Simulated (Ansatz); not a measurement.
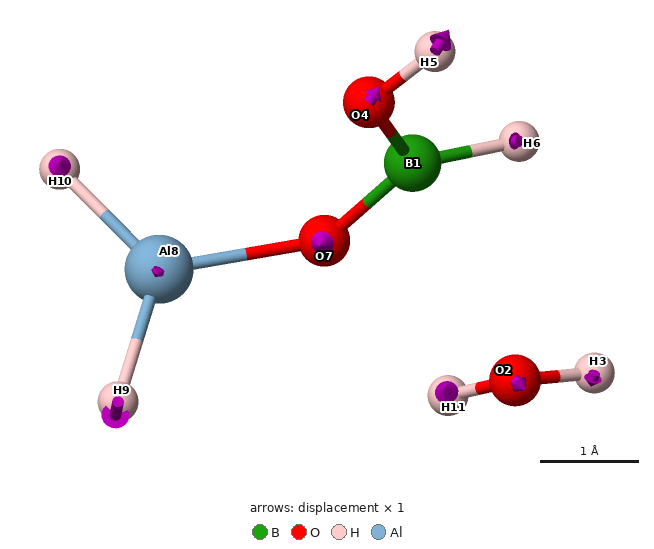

This is a relaxation of AlBH₆O₃. The starting structure is drawn; purple arrows show the displacements, at their true length. The two geometries are superimposed by the best rigid fit.

Style: ball-and-stick. Shown at a tilt.

The run prepares an end point of a later path (reaction) calculation, from a guessed geometry.

All numbers below come from Ansatz 0.2.0, RKS B3LYP-D4/def2-SVP. (no spin polarisation; force threshold 0.03 eV/Å; at most 50 steps)

Q: Atoms of which element are displaced furthest, and by how much?

A: Hydrogen: up to 0.62 Å, against 0.29 Å for oxygen.

Q: What happened in the run?

A: The atom that moves furthest after the best rigid fit is H9 (0.62 Å). By element the largest moves are H 0.62 Å, O 0.29 Å, Al 0.10 Å, B 0.08 Å. Some distances before and after: B1–O7 1.383 → 1.361 Å, O2–H11 0.985 → 0.969 Å, O7–Al8 1.728 → 1.719 Å, Al8–H10 1.582 → 1.577 Å. Bond angles that change, for instance: B1–O7–Al8 133.4° → 143.7°. Groups turn about O7–Al8 by about 45°, B1–O7 by about 25°. Over 18 accepted moves (19 points after the start) the energy falls by 4.47 kJ/mol. The largest force component goes from 0.72 to 0.013 eV/Å. The line search rejected the trial step at point 2 of the run.

Limits of the set-up: the start holds two separate molecules, 2.2 Å apart at their closest, whose relative position is a soft coordinate.
